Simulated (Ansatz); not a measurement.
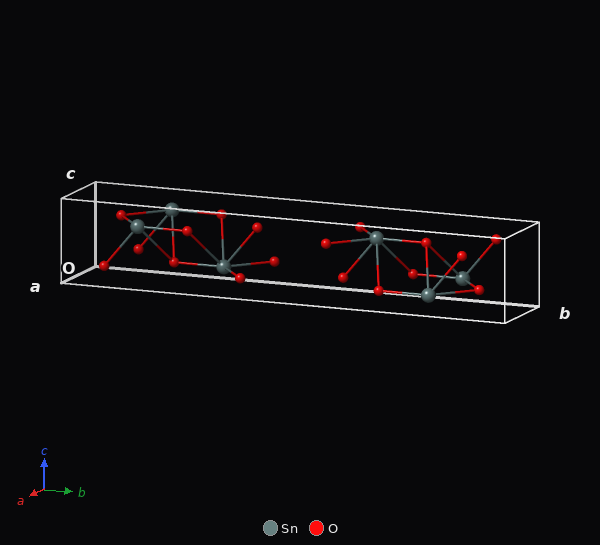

One unit cell is drawn above. Crystal: SnO₃, the geometry relaxed with Ansatz, DFT PBE, scalar-relativistic, plane waves, PAW; the starting structure was generated, so it need not be a known form of this composition. Symmetry computed with spglib at a tolerance of 0.002 Å; standard conventional cell.

```yaml
crystal:
  lattice:
    - [3.28812, 0.00000, 0.00000]
    - [0.00000, 18.37342, 0.00000]
    - [0.00000, 0.00000, 3.28833]
  atoms:
    - { symbol: Sn, position: [0.00000, 0.82765, 0.25000] }
    - { symbol: Sn, position: [0.50000, 0.67235, 0.75000] }
    - { symbol: O, position: [0.00000, 0.71589, 0.25000] }
    - { symbol: O, position: [0.50000, 0.78411, 0.75000] }
    - { symbol: O, position: [0.50000, 0.90325, 0.25000] }
    - { symbol: O, position: [0.00000, 0.59675, 0.75000] }
    - { symbol: O, position: [0.00000, 0.90326, 0.75000] }
    - { symbol: O, position: [0.50000, 0.59674, 0.25000] }
    - { symbol: Sn, position: [0.50000, 0.32765, 0.25000] }
    - { symbol: Sn, position: [0.00000, 0.17235, 0.75000] }
    - { symbol: O, position: [0.50000, 0.21589, 0.25000] }
    - { symbol: O, position: [0.00000, 0.28411, 0.75000] }
    - { symbol: O, position: [0.00000, 0.40325, 0.25000] }
    - { symbol: O, position: [0.50000, 0.09675, 0.75000] }
    - { symbol: O, position: [0.50000, 0.40326, 0.75000] }
    - { symbol: O, position: [0.00000, 0.09674, 0.25000] }
```

**What is its point group?**

mmm (D2h), order 8, orthorhombic system: three twofold axes, three mirror planes, an inversion centre.

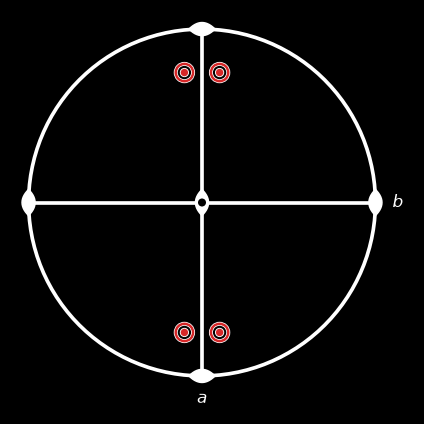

Stereographic projection: filled dots lie in the upper hemisphere, open rings in the lower; heavy lines are mirror planes (a heavy rim: a mirror in the plane of the page); lens, triangle, square and hexagon are 2-, 3-, 4- and 6-fold axes, a lens in an open square is −4, a triangle in an open hexagon −6; thin dashed diameters join the ends of axes that lie in the page; a small open circle marks inversion. The poles are one general form. The c axis points at the viewer.

**What does this class allow?**

Class mmm is centrosymmetric, so neither piezoelectric nor pyroelectric; it is not chiral. Its Laue class is mmm.
